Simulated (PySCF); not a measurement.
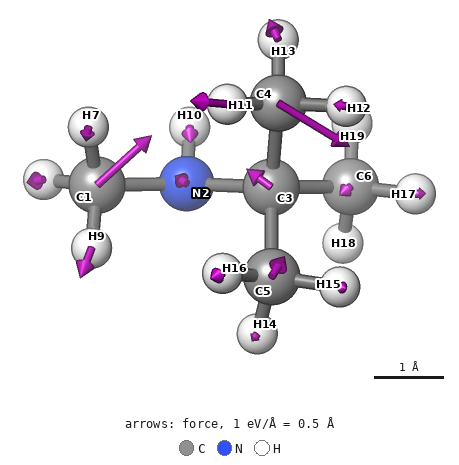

Starting geometry of C$_{5}$H$_{13}$N with the computed forces as purple arrows. Style: ball-and-stick. Shown from a free direction.

The start comes from GFN2-xTB. Its atoms were then displaced at random by about 0.01 Å.

All numbers below come from PySCF, PBE0-D3(BJ)/def2-TZVP geometry optimisation, gas phase. 

Q: What follows when this structure is relaxed?

A: It isn't relaxed: the largest force vector, on a C atom, is 2.54 eV/Å. The final displacements have little in common with the starting forces (cosine between the two patterns 0.19). The atom that moves furthest after the best rigid fit is an H atom (0.14 Å). By element the largest moves are H 0.14 Å, C 0.08 Å, N 0.03 Å. Some distances before and after: C–H 1.051 → 1.092 Å, C–N 1.468 → 1.446 Å, C–H 1.071 → 1.094 Å, C–C 1.549 → 1.531 Å. Bond angles that change, for instance: H–C–H 112.1° → 108.1°, H–C–H 110.7° → 107.0°, C–C–H 107.3° → 110.8°. Over 4 geometry steps the energy falls by 3.47 kcal/mol.
